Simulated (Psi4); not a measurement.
**SiPH$_{5}$O$_{2}$: single-point calculation (part 2 of 2)**

Continued. System: SiPH$_{5}$O$_{2}$, multiplicity 3, SMILES O[SiH2]OP. Method: CCSD(T)/6-31G*, UHF (Psi4 1.11). The geometry is that of the parent species in another charge or spin state. The geometry comes from this level: PBE0-D4/def2-TZVP.

Geometry of the input (Å):
```
O  -0.3079  1.1443  -1.6429
Si 0.8177  0.5620  -0.6064
O  0.3024  -0.7781  0.2018
P  -0.9422  -0.8349  1.2776
H  -0.9987  1.7069  -1.2906
H  1.1706  1.6053  0.3913
H  1.9645  0.1235  -1.4211
H  -0.3059  -1.5909  2.3026
H  -1.6120  -1.9843  0.7706
```

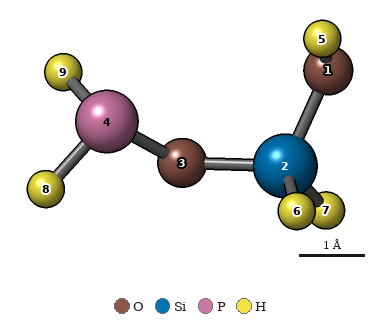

*The structure as given in the input (ball-and-stick view, seen at a tilt; atoms are numbered from 1 in the order of the input).*

**What the program printed, continued**
```
	IRREP	# MOs	# FZDC	# DOCC	# SOCC	# VIRT	# FZVR
	-----	-----	------	------	------	------	------
	 A	   74	    12	    12	    2	    48	    0
	Transforming integrals...
	IWL integrals will be deleted.
	(OO|OO)...
	Presorting SO-basis two-electron integrals.
	Sorting File: SO Ints (nn|nn) nbuckets = 1
	Constructing frozen core operators
	Starting AA/AB first half-transformation.
	Sorting AA/AB half-transformed integrals.
	Starting BB first half-transformation.
	Sorting BB half-transformed integrals.
	First half integral transformation complete.
	Starting AA second half-transformation.
	Starting AB second half-transformation.
	Starting BB second half-transformation.
	Two-electron integral transformation complete.
	(OO|OV)...
	Starting AA second half-transformation.
	Starting AB second half-transformation.
	Starting BB second half-transformation.
	Two-electron integral transformation complete.
	(OO|VV)...
	Starting AA second half-transformation.
	Starting AB second half-transformation.
	Starting BB second half-transformation.
	Two-electron integral transformation complete.
	(OV|OO)...
	Starting AA/AB first half-transformation.
	Sorting AA/AB half-transformed integrals.
	Starting BB first half-transformation.
	Sorting BB half-transformed integrals.
	First half integral transformation complete.
	Starting AA second half-transformation.
	Starting AB second half-transformation.
	Starting BB second half-transformation.
	Two-electron integral transformation complete.
	(OV|OV)...
	Starting AA second half-transformation.
	Starting AB second half-transformation.
	Starting BB second half-transformation.
	Two-electron integral transformation complete.
	(OV|VV)...
	Starting AA second half-transformation.
	Starting AB second half-transformation.
	Starting BB second half-transformation.
	Two-electron integral transformation complete.
	(VV|OO)...
	Starting AA/AB first half-transformation.
	Sorting AA/AB half-transformed integrals.
	Starting BB first half-transformation.
	Sorting BB half-transformed integrals.
	First half integral transformation complete.
	Starting AA second half-transformation.
	Starting AB second half-transformation.
	Starting BB second half-transformation.
	Two-electron integral transformation complete.
	(VV|OV)...
	Starting AA second half-transformation.
	Starting AB second half-transformation.
	Starting BB second half-transformation.
	Two-electron integral transformation complete.
	(VV|VV)...
	Starting AA second half-transformation.
	Starting AB second half-transformation.
	Starting BB second half-transformation.
	Two-electron integral transformation complete.
	Frozen core energy     =   -904.89974100061477

	Size of irrep 0 of <AB|CD> integrals:      1.272 (MW) /     10.179 (MB)
	Total:                                     1.272 (MW) /     10.179 (MB)

	Size of irrep 0 of <ab|cd> integrals:      1.501 (MW) /     12.005 (MB)
	Total:                                     1.501 (MW) /     12.005 (MB)

	Size of irrep 0 of <Ab|Cd> integrals:      5.760 (MW) /     46.080 (MB)
	Total:                                     5.760 (MW) /     46.080 (MB)

	Size of irrep 0 of <IA|BC> integrals:      1.548 (MW) /     12.386 (MB)
	Total:                                     1.548 (MW) /     12.386 (MB)

	Size of irrep 0 of <ia|bc> integrals:      1.500 (MW) /     12.000 (MB)
	Total:                                     1.500 (MW) /     12.000 (MB)

	Size of irrep 0 of <Ia|Bc> integrals:      1.680 (MW) /     13.440 (MB)
	Total:                                     1.680 (MW) /     13.440 (MB)

	Size of irrep 0 of <iA|bC> integrals:      1.382 (MW) /     11.059 (MB)
	Total:                                     1.382 (MW) /     11.059 (MB)

	Size of irrep 0 of tIjAb amplitudes:       0.403 (MW) /      3.226 (MB)
	Total:                                     0.403 (MW) /      3.226 (MB)

	Nuclear Rep. energy          =    233.15284578672043
	SCF energy                   =   -782.17585654073639
	One-electron energy          =   -202.59367423150539
	Two-electron (AA) energy     =     23.39903733334707
	Two-electron (BB) energy     =     17.64651093812329
	Two-electron (AB) energy     =     51.11916463318816
	Two-electron energy          =     92.16471290465853
	Reference energy             =   -782.17585654074117

	total time  =          4 seconds =       0.07 minutes
            **************************
            *                        *
            *        CCENERGY        *
            *                        *
            **************************

    Nuclear Rep. energy (wfn)     =  233.152845786720434
    SCF energy          (wfn)     = -782.175856540736390
    Reference energy    (file100) = -782.175856540741165

    Input parameters:
    -----------------
    Wave function   =     CCSD_T
    Reference wfn   =     UHF
    Brueckner       =     No
    Memory (Mbytes) =     2200.0
    Maxiter         =    100
    R_Convergence   =     1.0e-07
    E_Convergence   =     1.0e-09
    Restart         =     Yes
    DIIS            =     Yes
    AO Basis        =     NONE
    ABCD            =     NEW
    Cache Level     =     2
    Cache Type      =     LRU
    Print Level     =     1
    Num. of threads =     1
    # Amps to Print =     10
    Print MP2 Amps? =     No
    Analyze T2 Amps =     No
    Print Pair Ener =     No
    Local CC        =     No
    SCS-MP2         =     False
    SCSN-MP2        =     False
    SCS-CCSD        =     False

MP2 correlation energy -0.5247345724090675
                Solving CC Amplitude Equations
                ------------------------------
  Iter             Energy              RMS        T1Diag      D1Diag    New D1Diag    D2Diag
  ----     ---------------------    ---------   ----------  ----------  ----------   --------
     0        -0.524734572409068    0.000e+00    0.000000    0.000000    0.000000    0.000000
     1        -0.539323117200516    1.053e-01    0.015680    0.000000    0.000000    0.000000
     2        -0.555929385694606    3.425e-02    0.017448    0.000000    0.000000    0.000000
     3        -0.561012353170727    2.160e-02    0.021808    0.000000    0.000000    0.000000
     4        -0.560941046198711    8.224e-03    0.023813    0.000000    0.000000    0.000000
     5        -0.560901148492386    4.549e-03    0.024999    0.000000    0.000000    0.000000
     6        -0.560949784591307    1.864e-03    0.025489    0.000000    0.000000    0.000000
     7        -0.560950530176863    7.933e-04    0.025604    0.000000    0.000000    0.000000
     8        -0.560958317097313    3.753e-04    0.025628    0.000000    0.000000    0.000000
     9        -0.560962802559783    2.073e-04    0.025641    0.000000    0.000000    0.000000
    10        -0.560958376274486    1.364e-04    0.025645    0.000000    0.000000    0.000000
    11        -0.560959263691743    9.700e-05    0.025648    0.000000    0.000000    0.000000
    12        -0.560958141890284    6.400e-05    0.025649    0.000000    0.000000    0.000000
    13        -0.560959571109892    3.996e-05    0.025649    0.000000    0.000000    0.000000
    14        -0.560960303191446    2.172e-05    0.025649    0.000000    0.000000    0.000000
    15        -0.560960463940455    1.343e-05    0.025650    0.000000    0.000000    0.000000
    16        -0.560960524394252    9.251e-06    0.025650    0.000000    0.000000    0.000000
    17        -0.560960387325126    6.176e-06    0.025651    0.000000    0.000000    0.000000
    18        -0.560960388794956    3.269e-06    0.025651    0.000000    0.000000    0.000000
    19        -0.560960461685812    1.677e-06    0.025651    0.000000    0.000000    0.000000
    20        -0.560960479508547    8.663e-07    0.025652    0.000000    0.000000    0.000000
    21        -0.560960486172462    4.736e-07    0.025651    0.000000    0.000000    0.000000
    22        -0.560960472799703    2.718e-07    0.025651    0.000000    0.000000    0.000000
    23        -0.560960466130741    1.788e-07    0.025651    0.000000    0.000000    0.000000
    24        -0.560960464209074    1.282e-07    0.025651    0.000000    0.000000    0.000000
    25        -0.560960465340876    9.290e-08    0.025651    0.000000    0.000000    0.000000
    26        -0.560960467049519    6.140e-08    0.025651    0.000000    0.000000    0.000000
    27        -0.560960466634528    3.889e-08    0.025651    0.000000    0.000000    0.000000
    28        -0.560960466387223    2.335e-08    0.025651    0.000000    0.000000    0.000000

    Iterations converged.

    Largest TIA Amplitudes:
             13   2         0.0329232179
             13   4         0.0209516095
              6   0         0.0186606069
              9   2         0.0136297949
             13   3         0.0122998552
              7   0         0.0122374006
              8   2         0.0112342759
             13   7         0.0109095887
             10   1         0.0107284607
              6   2         0.0105695180

    Largest Tia Amplitudes:
              7   0        -0.0407279377
              8   0        -0.0355253162
              4   0         0.0324158708
             10   0         0.0297981709
             11   0         0.0293815148
              9   0        -0.0247704624
              5   0        -0.0202059127
              9   2        -0.0189666999
              3   0        -0.0153500770
              6   1         0.0138652007

    Largest TIJAB Amplitudes:
     13  11  11   9         0.0106162823
     11   6  17   0         0.0089112931
     11  10  17   0        -0.0086748483
     11   7  17   0         0.0078974192
     13  10  11  10        -0.0078658339
     13  11  18   0        -0.0078344050
     13  11  20   0         0.0069567168
     13   6  11  10         0.0064966660
     13   2  11   3        -0.0060635408
     13  11  12  11        -0.0057728688

    Largest Tijab Amplitudes:
      7   5   4   0        -0.0058780225
      8   5   4   0        -0.0057649564
      9   3  36  28         0.0055597358
      9   8  28  26        -0.0052527070
      8   5  16   0        -0.0051106364
      9   8  42  40        -0.0049354832
      7   6  16   0        -0.0047310225
      7   5  16   0        -0.0046928435
      8   4  16   0         0.0046880090
      9   6  28  26        -0.0046703703

    Largest TIjAb Amplitudes:
     12  11   6   8        -0.0236353779
      9   9  26  28        -0.0187890267
     10  10   0   3         0.0187019786
     12  10   6   8        -0.0152000242
     13  10   0   0         0.0138983580
     13  11   0   0        -0.0127402239
     11   8   0   3        -0.0122313454
      6   2   0   0         0.0120861395
     10  11   0   3        -0.0120406185
     11  11   0   3         0.0119693843

    SCF energy       (wfn)                    = -782.175856540736390
    Reference energy (file100)                = -782.175856540741165

    Opposite-spin MP2 correlation energy      =   -0.388798114730427
    Same-spin MP2 correlation energy          =   -0.135936457678641
    Singles MP2 correlation energy            =   -0.000000000000000
    MP2 correlation energy                    =   -0.524734572409068
      * MP2 total energy                      = -782.700591113150267

    Opposite-spin CCSD correlation energy     =   -0.437481568496429
    Same-spin CCSD correlation energy         =   -0.123478897890793
    Singles CCSD correlation energy           =   -0.000000000000000
    CCSD correlation energy                   =   -0.560960466387223
      * CCSD total energy                     = -782.736817007128366

            **************************
            *                        *
            *        CCTRIPLES       *
            *                        *
            **************************

    Wave function   =    CCSD_T
    Reference wfn   =      UHF

    Nuclear Rep. energy (wfn)                =  233.152845786720434
    SCF energy          (wfn)                = -782.175856540736390
    Reference energy    (file100)            = -782.175856540741165
    CCSD energy         (file100)            =   -0.560960466387223
    Total CCSD energy   (file100)            = -782.736817007128366

    Number of ijk index combinations:
    Spin Case AAA:                                 364
    Spin Case BBB:                                 220
    Spin Case AAB:                                1092
    Spin Case ABB:                                 924
    AAA (T) energy                             =   -0.000367485660221
    BBB (T) energy                             =   -0.000328261046797
    AAB (T) energy                             =   -0.006563769441257
    ABB (T) energy                             =   -0.005733115735130
    (T) energy                                   =   -0.012992631883405
      * CCSD(T) total energy                     = -782.749809639011801

    Psi4 run time: 0:01:31.60
```

**File result.json**
```
{
 "driver": "energy",
 "model": {
  "method": "ccsd(t)",
  "basis": "6-31G*"
 },
 "success": true,
 "return_result": -782.7498096390118,
 "properties": {
  "calcinfo_nbasis": 74,
  "calcinfo_nmo": 74,
  "calcinfo_nalpha": 26,
  "calcinfo_nbeta": 24,
  "calcinfo_natom": 9,
  "nuclear_repulsion_energy": 233.15284578672043,
  "return_energy": -782.7498096390118,
  "scf_one_electron_energy": -1546.6603542749428,
  "scf_two_electron_energy": 531.331651947486,
  "scf_dipole_moment": [-0.3683932515315034, 0.5626129642202518, 0.4814794782704044],
  "scf_total_energy": -782.1758565407364,
  "scf_iterations": 19,
  "mp2_same_spin_correlation_energy": -0.1359364576786406,
  "mp2_opposite_spin_correlation_energy": -0.38879811473042686,
  "mp2_singles_energy": -2.0209495640257754e-27,
  "mp2_doubles_energy": -0.5247345724090675,
  "mp2_correlation_energy": -0.5247345724090675,
  "mp2_total_energy": -782.7005911131503,
  "ccsd_same_spin_correlation_energy": -0.12347889789079304,
  "ccsd_opposite_spin_correlation_energy": -0.43748156849642944,
  "ccsd_singles_energy": -1.5429470655145124e-16,
  "ccsd_doubles_energy": -0.5609604663872225,
  "ccsd_correlation_energy": -0.5609604663872226,
  "ccsd_total_energy": -782.7368170071284,
  "ccsd_iterations": 28,
  "ccsd_prt_pr_correlation_energy": -0.573953098270628,
  "ccsd_prt_pr_total_energy": -782.7498096390118
 }
}
```
